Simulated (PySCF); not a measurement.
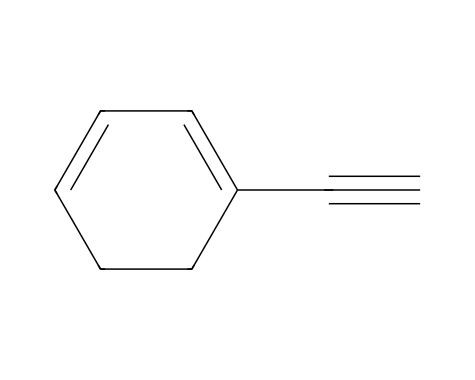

The geometry was computed by an optimisation with GFN2-xTB. No frequency run is at hand to confirm it as a minimum. Level of theory: ωB97X-D/def2-SVPD, gas phase (PySCF 2.14.0). Excitations: vertical, linear response.

Predict the main results.

The species is C8H8 (`C#CC1=CC=CCC1`).
- dipole moment: 0.91 D
- HOMO energy (Kohn–Sham orbital): −7.83 eV
- LUMO energy (Kohn–Sham orbital): 0.28 eV
- HOMO–LUMO gap: 8.11 eV
- mean static polarisability: 95.3 bohr³
- lowest vertical singlet excitation: 4.29 eV
- its oscillator strength: 0.308
